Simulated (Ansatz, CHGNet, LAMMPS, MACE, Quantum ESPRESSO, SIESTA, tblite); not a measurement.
# Running Zn2+ BF4- in dimethoxyethane and tetrahydrofuran at 480 K (85 atoms) with SIESTA

How do the settings of SIESTA change the result for Zn2+ BF4- in dimethoxyethane and tetrahydrofuran at 480 K (85 atoms)? A plane-wave run serves as the yardstick.

Main program and level: SIESTA 5.4.2; the method is named at each step.

### 1. Starting point

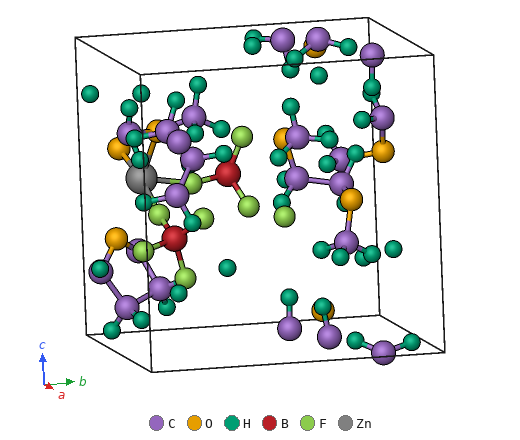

The cell as given, slightly off an axis (carbon purple, oxygen orange, hydrogen teal, boron red, fluorine green, zinc grey). Bonds to atoms that aren't drawn are left out. Some periodic images of atoms are drawn too.

The cell holds 85 atoms: 20 C, 8 O, 46 H, 2 B, 8 F and 1 Zn. Cell: a = 10.026 Å, b = 10.026 Å, c = 10.026 Å, α = 90.0°, β = 90.0°, γ = 90.0°. 3 dimethoxyethane, 2 tetrahydrofuran, 1 Zn2+, 2 BF4- placed at random, at 1.08 g/cm³; overlaps pushed apart, then 10 ps at 550 K with stiff harmonic cages for PF6 and BF4 with UFF radii; divalent ions of Li, Roberts, Chakravorty and Merz (J. Chem. Theory Comput. 9, 2733 (2013)); MMFF94 bonds, angles, torsions, charges and radii (Halgren, J. Comput. Chem. 17, 490 (1996)) in harmonic and 12-6 forms; charges of ions scaled by 0.8. Snapshot after 30 ps at 480 K and fixed volume.

The yardstick, on the same geometry:

```
method                                           : Kohn-Sham DFT, PBE, PAW, plane waves (Ansatz 0.2.0); cutoff 420 eV, Γ point, fermi-dirac smearing of 0.05 eV; PAW set soft_2
r.m.s. force component                           : 1.131 eV/Å
longest force                                    : 4.732 eV/Å
pressure                                         : 2.769 GPa
gap (highest filled to lowest empty level) : 4.057 eV
SCF cycles                                       : 10
time                                             : 6.7 s on 4 threads of Arm Neoverse V2, shared host
CPU time                                         : 25 s
```

### 2. PBE, DZP, shift 0.01 Ry, mesh 500 Ry

Method: Kohn-Sham DFT, PBE, PseudoDojo 0.4.1 norm-conserving pseudopotentials (converted to PSML), numerical atomic orbitals (DZP), diagonalisation.

The .psml files are PseudoDojo norm-conserving potentials that we converted to this format, checked against plane waves on the same files for H, C, O, Si, Ge and Ca alone.

input.fdf reads:

```
SystemLabel cell
NumberOfAtoms 85
NumberOfSpecies 6
%block ChemicalSpeciesLabel
  1 6 C
  2 8 O
  3 1 H
  4 5 B
  5 9 F
  6 30 Zn
%endblock ChemicalSpeciesLabel
LatticeConstant 1.0 Ang
%block LatticeVectors
  10.02554 0.00000 0.00000
  0.00000 10.02554 0.00000
  0.00000 0.00000 10.02554
%endblock LatticeVectors
PAO.BasisSize DZP
PAO.EnergyShift 0.01 Ry
XC.Functional GGA
XC.Authors PBE
MeshCutoff 500 Ry
%block kgrid_Monkhorst_Pack
  1 0 0 0.0
  0 1 0 0.0
  0 0 1 0.0
%endblock kgrid_Monkhorst_Pack
SolutionMethod diagon
OccupationFunction FD
ElectronicTemperature 580 K
SCF.Mixer.Method Pulay
SCF.Mixer.Weight 0.15
SCF.Mixer.History 8
SCF.Mix Hamiltonian
MaxSCFIterations 300
SCF.DM.Tolerance 1e-04
SCF.H.Tolerance 1.0e-3 eV
WriteForces T
Write.HirshfeldPop T
Write.VoronoiPop T
Write.DM F
Write.H F
XML.Write F
AtomicCoordinatesFormat Fractional
%block AtomicCoordinatesAndAtomicSpecies
  0.73336 0.58449 0.71775 1
  0.59029 0.57258 0.69394 2
  0.56928 0.61204 0.55735 1
  0.60080 0.75681 0.53298 1
  0.73802 0.75883 0.49735 2
  0.74879 0.73364 0.35598 1
  0.77551 0.68383 0.70818 3
  0.78233 0.50717 0.66072 3
  0.73187 0.56574 0.82124 3
  0.62720 0.54569 0.48716 3
  0.46509 0.59692 0.54146 3
  0.58362 0.81263 0.62877 3
  0.53234 0.78248 0.45782 3
  0.84641 0.69045 0.32220 3
  0.66703 0.66561 0.32550 3
  0.71820 0.82607 0.30697 3
  0.88300 0.81678 0.99679 1
  0.02123 0.80342 0.03184 2
  0.07845 0.68880 0.95503 1
  0.22468 0.64337 0.00676 1
  0.29782 0.75024 0.95681 2
  0.43277 0.73226 0.99929 1
  0.85214 0.92072 0.02179 3
  0.82543 0.73515 0.03600 3
  0.86810 0.81528 0.88736 3
  0.00225 0.60656 0.95700 3
  0.07675 0.71151 0.85491 3
  0.25926 0.54588 0.96786 3
  0.21373 0.64849 0.11018 3
  0.49186 0.82148 0.97457 3
  0.43778 0.71244 0.10323 3
  0.47481 0.64114 0.94585 3
  0.38338 0.31039 0.75910 1
  0.30912 0.20105 0.71051 2
  0.39585 0.08563 0.72088 1
  0.31288 0.96619 0.70452 1
  0.23673 0.98127 0.58150 2
  0.18474 0.84850 0.55741 1
  0.36461 0.40656 0.71082 3
  0.48756 0.29004 0.71885 3
  0.38830 0.32793 0.86779 3
  0.48061 0.10048 0.64173 3
  0.44040 0.07961 0.81219 3
  0.22732 0.95140 0.77756 3
  0.38076 0.88301 0.71224 3
  0.27092 0.78264 0.55632 3
  0.12086 0.81404 0.63730 3
  0.12504 0.85619 0.46816 3
  0.15097 0.10894 0.10417 1
  0.08420 0.23812 0.15026 1
  0.01129 0.18518 0.27215 1
  0.10611 0.09165 0.33020 2
  0.16762 0.02124 0.23202 1
  0.25428 0.13455 0.07347 3
  0.09421 0.06670 0.02259 3
  0.00972 0.27481 0.07668 3
[... 25 atom lines left out ...]
  0.53514 0.29627 0.43844 5
  0.52981 0.08934 0.34195 5
  0.33312 0.19070 0.43341 5
  0.17771 0.16951 0.53776 6
%endblock AtomicCoordinatesAndAtomicSpecies
```

The run is started by

```
> OMP_NUM_THREADS=1 mpirun -np 2 siesta < input.fdf > output.txt
```

What it wrote:

```text
Version         : 5.4.2
reinit: System Name:
reinit: System Label: cell
initatom: Reading input for the pseudopotentials and atomic orbitals ----------
Species number:   1 Atomic number:    6 Label: C
Species number:   2 Atomic number:    8 Label: O
Species number:   3 Atomic number:    1 Label: H
Species number:   4 Atomic number:    5 Label: B
Species number:   5 Atomic number:    9 Label: F
Species number:   6 Atomic number:   30 Label: Zn
Ground state valence configuration (from tables):   2s02  2p02  3d00  4f00
Ground state valence configuration (from tables):   2s02  2p04  3d00  4f00
Ground state valence configuration (from tables):   1s01  2p00  3d00  4f00
Ground state valence configuration (from tables):   2s02  2p01  3d00  4f00
Ground state valence configuration (from tables):   2s02  2p05  3d00  4f00
Ground state valence configuration (from tables):   4s02  4p00  3d10  4f00
---- Processing specs for species: C
GGA--PBE XC_GGA_X_PBE--XC_GGA_C_PBE pb
---- Processing specs for species: O
GGA--PBE XC_GGA_X_PBE--XC_GGA_C_PBE pb
---- Processing specs for species: H
GGA--PBE XC_GGA_X_PBE--XC_GGA_C_PBE pb
---- Processing specs for species: B
GGA--PBE XC_GGA_X_PBE--XC_GGA_C_PBE pb
---- Processing specs for species: F
GGA--PBE XC_GGA_X_PBE--XC_GGA_C_PBE pb
---- Processing specs for species: Zn
GGA--PBE XC_GGA_X_PBE--XC_GGA_C_PBE pb
Semicore shell(s) with  8 electrons included in the valence for Zn
Semicore shell(s): 3s 3p
Fallback to non-perturbative polarization scheme for Zn
Please see the manual if this is not desired in principle
C pseudopotential only contains V_ls up to l=1 -- lmxkb reset.
O pseudopotential only contains V_ls up to l=2 -- lmxkb reset.
H pseudopotential only contains V_ls up to l=1 -- lmxkb reset.
B pseudopotential only contains V_ls up to l=1 -- lmxkb reset.
F pseudopotential only contains V_ls up to l=2 -- lmxkb reset.
Zn pseudopotential only contains V_ls up to l=2 -- lmxkb reset.
Using PAO.SplitTailNorm
[... lines left out ...]
Total number of electrons:   256.000000
[... lines left out ...]
outcell: Cell volume (Ang**3)        :   1007.6816
Gamma-point calculation with multiply-connected orbital pairs
Gamma-point calculation with multiply-connected orbital pairs
Folding of H and S implicitly performed
Folding of H and S implicitly performed
new_DM -- step:     1
Initializing Density Matrix...
Attempting to read DM from file... Failed...
DM filled with atomic data:
InitMesh: MESH = 144 x 144 x 144 = 2985984
InitMesh: Mesh cutoff (required, used) =   500.000   570.179 Ry
stepf: Fermi-Dirac step function
        iscf     Eharris(eV)        E_KS(eV)     FreeEng(eV)     dDmax    Ef(eV) dHmax(eV)
   scf:    1   -17492.308611   -18354.660252   -18354.842835  1.894111 -0.980839162.636461
   scf:    2   -18811.259028   -18805.308156   -18805.308156  0.850697 -4.748782 20.528140
   scf:    3   -18812.717624   -18809.199897   -18809.199897  0.088478 -4.287309 15.134398
   scf:    4   -18815.225215   -18813.420966   -18813.420966  0.270791 -4.358622  1.377563
[...]
scf:   11   -18813.703345   -18813.703343   -18813.703343  0.000171 -3.985488  0.002246
   scf:   12   -18813.703344   -18813.703343   -18813.703343  0.000033 -3.985749  0.000871
SCF Convergence by DM+H criterion
max |DM_out - DM_in|         :     0.0000334028
max |H_out - H_in|      (eV) :     0.0008709056
SCF cycle converged after 12 iterations
Using DM_out to compute the final energy and forces
siesta: E_KS(eV) =           -18813.7033
siesta: E_KS - E_eggbox =    -18813.7033
siesta: Atomic forces (eV/Ang):
     1   -2.117955   -0.431577    0.342903
     2    0.877935    0.624011   -0.883926
     3    0.055223   -0.820909    1.074559
[...]
84    0.464375   -0.180577   -0.284367
    85    1.571883   -1.500499   -0.676242
----------------------------------------
   Tot   -0.010115    0.000001    0.003239
----------------------------------------
   Max    4.218055
   Res    1.265883    sqrt( Sum f_i^2 / 3N )
----------------------------------------
   Max    4.218055    constrained
Stress tensor Voigt[x,y,z,yz,xz,xy] (kbar):      -29.51      -39.24      -59.88       16.36       -2.93       -3.69
(Free)E + p*V (eV/cell)   -18786.7359
Target enthalpy (eV/cell)   -18813.7033
siesta: Program's energy decomposition (eV):
siesta: Ebs     =     -4189.125929
siesta: Eions   =     27880.363128
siesta: Ena     =      4730.183299
siesta: Ekin    =     11574.149315
siesta: Enl     =     -2688.683106
siesta: DEna    =      -160.349012
siesta: DUscf   =        27.743136
siesta: Ex      =     -4117.581834
siesta: Ec      =      -298.802013
siesta: Exc     =     -4416.383847
siesta: Eharris =    -18813.703344
siesta: Etot    =    -18813.703343
siesta: FreeEng =    -18813.703343
siesta: Final energy (eV):
siesta:  Band Struct. =   -4189.125929
siesta:       Kinetic =   11574.149315
siesta:       Hartree =   16168.843426
siesta:         Exch. =   -4117.581834
siesta:         Corr. =    -298.802013
siesta:   Exch.-corr. =   -4416.383847
siesta:  Ion-electron =  -43100.431886
siesta:       Ion-ion =     960.119648
siesta:         Total =  -18813.703343
siesta:         Fermi =      -3.985749
siesta: Stress tensor (static) (eV/Ang**3):
siesta:    -0.018418   -0.002305   -0.001829
siesta:    -0.002305   -0.024494    0.010212
siesta:    -0.001828    0.010212   -0.037374
siesta: Cell volume =       1007.681585 Ang**3
siesta: Pressure (static):
siesta:                Solid            Molecule  Units
siesta:           0.00029147          0.00025305  Ry/Bohr**3
siesta:           0.02676186          0.02323443  eV/Ang**3
siesta:          42.87722302         37.22566476  kBar
    Orbital volume contribution        =          23.563192 eV
    (Free)E + p_basis*V_orbitals       =      -18790.140151 eV
    (Free)Eharris+ p_basis*V_orbitals  =      -18790.140151 eV
Hirshfeld Atomic Populations:
Atom #   charge [q] valence [e]  Species
     1    -0.036883    4.036883  C
     2    -0.097823    6.097823  O
     3     0.003052    3.996948  C
     4     0.011751    3.988249  C
     5    -0.088543    6.088543  O
[...]
7     0.013415    0.986585  H
     8     0.019179    0.980821  H
     9     0.013390    0.986610  H
[...]
18    -0.089306    6.089306  O
[...]
75     0.103582    2.896418  B
    76    -0.137606    7.137606  F
    77    -0.153435    7.153435  F
    78    -0.153400    7.153400  F
[...]
80     0.098895    2.901105  B
[...]
85     0.856265   19.143735  Zn
--------------------
 Total     0.000002
Voronoi Atomic Populations:
Atom #   charge [q] valence [e]  Species
[...]
52    -0.131973    6.131973  O
[...]
64     0.080080    3.919920  C
    65    -0.114540    6.114540  O
    66     0.073269    3.926731  C
[...]
73     0.006130    0.993870  H
    74     0.007925    0.992075  H
    75     0.180524    2.819476  B
[...]
80     0.195004    2.804996  B
[...]
83    -0.283292    7.283292  F
    84    -0.160522    7.160522  F
    85     0.932814   19.067186  Zn
--------------------
 Total     0.000002
```

Elapsed: 85 s, on 2 MPI ranks of Arm Neoverse V2, shared host; peak memory 1.6 GiB; 2.8 min of CPU time.

Banners, paths, timers and routine set-up lines are dropped from the logs unmarked, and long logs keep their key lines alone; longer cuts are marked.

Against the reference:

| Quantity | Value |
| --- | --- |
| r.m.s. force component | 1.266 eV/Å |
| r.m.s. difference of force components | 342.3 meV/Å |
| longest difference of force vectors | 993.8 meV/Å |
| force difference over r.m.s. force | 30.27 % |
| slope of forces against the reference's | 1.081 |
| correlation of force components | 0.9654 |
| gap (highest filled to lowest empty level) | 4.558 eV |
| gap difference | 0.5008 eV |
| pressure | 4.288 GPa |
| pressure difference | 1.519 GPa |

This run lies far from the reference in forces at the same functional. Basis and potentials both differ; the latter hold 256 valence electrons against the reference's 248.

Length of the force difference by element (eV/Å):

```csv
element,atoms,mean,most
B,2,0.48,0.62
C,20,0.50,0.90
F,8,0.38,0.56
H,46,0.67,0.99
O,8,0.3,0.43
Zn,1,0.24,0.24
```

Levels nearest the highest filled one (eV from it): -2.20, -2.06, -1.89, -1.89, -1.78, -1.53, -1.06, -0.99, -0.90, -0.83, -0.68, 0.00, 4.56, 4.63, 5.19, 5.28, 5.58, 5.70, 5.84, 5.98, 6.01, 6.18, 6.33, 6.43.

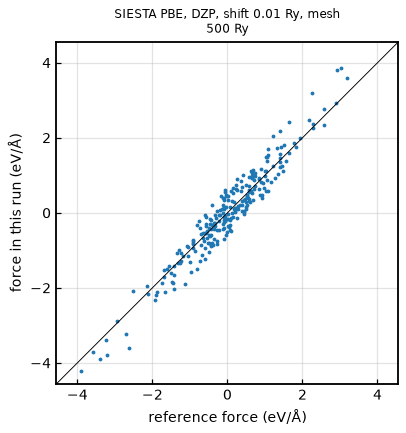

Force components against those of the reference; the line marks equality.

The surroundings of C49, picked at random, nearest first, numbered as they follow in the input and with coordinates relative to it.

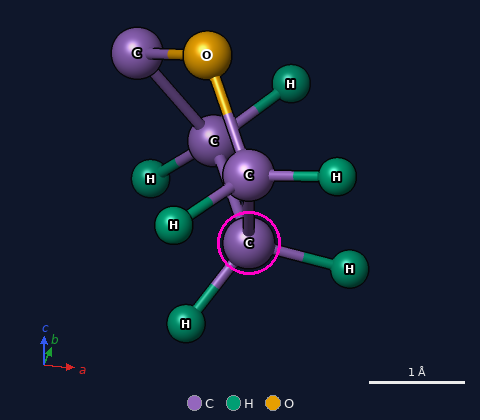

The atoms of the table, within 2.3 Å (arrows a, b, c point along x, y, z); some may hide others; the central atom is ringed.

```csv
atom,x,y,z,distance (Å),bonds,Hirshfeld charge (e),Fx,Fy,Fz (eV/Å)
C49,0.00,0.00,0.00,0.00,4,-0.05,2.25,0.99,0.34
H55,-0.57,-0.42,-0.82,1.08,1,0.01,-0.36,-0.94,-0.59
H54,1.04,0.26,-0.31,1.11,1,0.01,0.20,-0.05,-0.61
C50,-0.67,1.30,0.46,1.53,4,-0.04,-1.15,-1.30,-0.12
C53,0.17,-0.88,1.28,1.56,4,0.01,-2.12,-0.99,-3.40
H60,-0.44,-1.80,1.08,2.15,1,0.00,0.28,-0.45,0.06
H56,-1.42,1.66,-0.28,2.20,1,0.03,0.11,0.33,-0.14
H61,1.17,-1.12,1.52,2.22,1,0.03,2.05,-0.29,0.59
H57,-0.01,2.08,0.82,2.24,1,0.03,0.84,0.67,-0.07
O52,-0.45,-0.17,2.27,2.32,2,-0.10,-1.40,2.38,3.60
C51,-1.40,0.76,1.68,2.32,4,0.02,-0.91,-1.87,-1.29
```

Forces lie 30 % from the reference's, at 6.8 times its CPU time (on 2 against 4 cores).

### 3. PBE, SZ, shift 0.01 Ry, mesh 500 Ry

Method: Kohn-Sham DFT, PBE, PseudoDojo 0.4.1 norm-conserving pseudopotentials (converted to PSML), numerical atomic orbitals (SZ), diagonalisation.

Changes to input.fdf since step 2:

```diff
@@ -17,3 +17,3 @@
 %endblock LatticeVectors
-PAO.BasisSize DZP
+PAO.BasisSize SZ
 PAO.EnergyShift 0.01 Ry
```

The run is started by

```
> OMP_NUM_THREADS=1 siesta < input.fdf > output.txt
```

What it wrote:

```text
Version         : 5.4.2
reinit: System Name:
reinit: System Label: cell
initatom: Reading input for the pseudopotentials and atomic orbitals ----------
Species number:   1 Atomic number:    6 Label: C
Species number:   2 Atomic number:    8 Label: O
Species number:   3 Atomic number:    1 Label: H
Species number:   4 Atomic number:    5 Label: B
Species number:   5 Atomic number:    9 Label: F
Species number:   6 Atomic number:   30 Label: Zn
Ground state valence configuration (from tables):   2s02  2p02  3d00  4f00
[... lines left out ...]
SCF Convergence by DM+H criterion
[... lines left out ...]
SCF cycle converged after 12 iterations
[... lines left out ...]
   Max    7.955287
[... lines left out ...]
   Max    7.955287    constrained
Stress tensor Voigt[x,y,z,yz,xz,xy] (kbar):     -187.26     -185.36     -216.58        8.75      -12.82       -9.13
[... lines left out ...]
siesta: FreeEng =    -18719.148734
[... lines left out ...]
siesta:         Fermi =      -2.695203
[... lines left out ...]
siesta:         196.39802511        206.83319535  kBar
[... lines left out ...]
    (Free)Eharris+ p_basis*V_orbitals  =      -18707.997713 eV
Hirshfeld Atomic Populations:
Atom #   charge [q] valence [e]  Species
     1    -0.021765    4.021765  C
     2    -0.132495    6.132495  O
     3     0.017813    3.982187  C
     4     0.022683    3.977317  C
     5    -0.135319    6.135319  O
[...]
7     0.020714    0.979286  H
     8     0.026127    0.973873  H
     9     0.018990    0.981010  H
[...]
18    -0.129405    6.129405  O
[...]
75     0.229911    2.770089  B
    76    -0.220397    7.220397  F
    77    -0.222527    7.222527  F
    78    -0.223637    7.223637  F
[...]
80     0.223108    2.776892  B
[...]
85     1.027897   18.972103  Zn
--------------------
 Total     0.000005
Voronoi Atomic Populations:
Atom #   charge [q] valence [e]  Species
[...]
52    -0.169227    6.169227  O
[...]
64     0.092144    3.907856  C
    65    -0.131812    6.131812  O
    66     0.097574    3.902426  C
[...]
73     0.010550    0.989450  H
    74    -0.004664    1.004664  H
    75     0.330051    2.669949  B
[...]
80     0.327926    2.672074  B
[...]
83    -0.318180    7.318180  F
    84    -0.221535    7.221535  F
    85     1.033335   18.966665  Zn
--------------------
 Total     0.000005
```

Elapsed: 57 s, on 1 thread; peak memory 0.7 GiB.

Compared with the plane-wave run:

```yaml
r_m_s_force_component: 2.464 eV/Å
r_m_s_difference_of_force_components: 2064 meV/Å
longest_difference_of_force_vectors: 5598 meV/Å
force_difference_over_r_m_s_force: 182.5 %
slope_of_forces_against_the_reference_s: 1.208
correlation_of_force_components: 0.5542
spacing_of_highest_filled_and_lowest_empty_level: 3.267 eV
gap_difference: -0.7905 eV
pressure: 19.64 GPa
pressure_difference: 16.87 GPa
```

This is a coarse setting, run to see what it loses.

Against the first run (30 %), the force difference from the reference is 183 %, at 0.34 times the CPU time (on 1 against 2 cores), with 208 basis functions against 743: the smaller basis costs accuracy.

### 4. PBE, DZ, shift 0.01 Ry, mesh 500 Ry

Method: Kohn-Sham DFT, PBE, PseudoDojo 0.4.1 norm-conserving pseudopotentials (converted to PSML), numerical atomic orbitals (DZ), diagonalisation.

Changes to input.fdf since step 3:

```diff
@@ -17,3 +17,3 @@
 %endblock LatticeVectors
-PAO.BasisSize SZ
+PAO.BasisSize DZ
 PAO.EnergyShift 0.01 Ry
```

What it wrote:

```text
Version         : 5.4.2
reinit: System Name:
reinit: System Label: cell
initatom: Reading input for the pseudopotentials and atomic orbitals ----------
Species number:   1 Atomic number:    6 Label: C
Species number:   2 Atomic number:    8 Label: O
Species number:   3 Atomic number:    1 Label: H
Species number:   4 Atomic number:    5 Label: B
Species number:   5 Atomic number:    9 Label: F
Species number:   6 Atomic number:   30 Label: Zn
Ground state valence configuration (from tables):   2s02  2p02  3d00  4f00
[... lines left out ...]
SCF Convergence by DM+H criterion
[... lines left out ...]
SCF cycle converged after 12 iterations
[... lines left out ...]
   Max    4.975097
[... lines left out ...]
   Max    4.975097    constrained
Stress tensor Voigt[x,y,z,yz,xz,xy] (kbar):      -47.25      -49.31      -74.04       15.03       -4.93       -2.31
[... lines left out ...]
siesta: FreeEng =    -18794.782498
[... lines left out ...]
siesta:         Fermi =      -2.081631
[... lines left out ...]
siesta:          56.86874577         53.82279360  kBar
[... lines left out ...]
    (Free)Eharris+ p_basis*V_orbitals  =      -18780.219006 eV
Hirshfeld Atomic Populations:
Atom #   charge [q] valence [e]  Species
     1    -0.019925    4.019925  C
     2    -0.124101    6.124101  O
     3     0.015657    3.984343  C
     4     0.024466    3.975534  C
     5    -0.117841    6.117841  O
[...]
7     0.012684    0.987316  H
     8     0.018382    0.981618  H
     9     0.014229    0.985771  H
[...]
18    -0.114986    6.114986  O
[...]
75     0.151404    2.848596  B
    76    -0.158932    7.158932  F
    77    -0.175872    7.175872  F
    78    -0.175051    7.175051  F
[...]
80     0.148560    2.851440  B
[...]
85     0.906299   19.093701  Zn
--------------------
 Total     0.000003
Voronoi Atomic Populations:
Atom #   charge [q] valence [e]  Species
[...]
52    -0.152221    6.152221  O
[...]
64     0.061860    3.938140  C
    65    -0.124006    6.124006  O
    66     0.056494    3.943506  C
[...]
73     0.019290    0.980710  H
    74     0.020626    0.979374  H
    75     0.189098    2.810902  B
[...]
80     0.203768    2.796232  B
[...]
83    -0.291731    7.291731  F
    84    -0.170678    7.170678  F
    85     0.978837   19.021163  Zn
--------------------
 Total     0.000003
```

It took 71 s on 1 thread; peak memory 0.79 GiB.

Numbers from this run, and their distance from the reference:

```yaml
r_m_s_force_component: 1.309 eV/Å
r_m_s_difference_of_force_components: 475.9 meV/Å
longest_difference_of_force_vectors: 1857 meV/Å
force_difference_over_r_m_s_force: 42.08 %
slope_of_forces_against_the_reference_s: 1.082
correlation_of_force_components: 0.9343
spacing_of_highest_filled_and_lowest_empty_level: 4.873 eV
gap_difference: 0.816 eV
pressure: 5.687 GPa
pressure_difference: 2.918 GPa
```

This is a coarse setting, run to see what it loses.

Against the first run (30 %), the force difference from the reference is 42 %, at 0.42 times the CPU time (on 1 against 2 cores), with 412 basis functions against 743: the smaller basis costs accuracy.

[end of part 1 of 2]

[Also dropped from logs without a mark: logging warnings of Python, and SIESTA's first energy breakdown and zero terms.]

[Logs are printed without paths, hosts, clocks, repeated set-up lines and the standing remarks that a program may print on its own settings, such as how far it seeks lower states.]

[Hosts, paths, dates, database ids (printed as entryN), source tags and the programs' standing remarks are cut or masked in the printed files.]

[The MMFF94 radii named for the starting cell were scaled by 0.96; in molecules described by MMFF94, hydrogen bound to N, O or S took a small fixed 12-6 site in their place.]
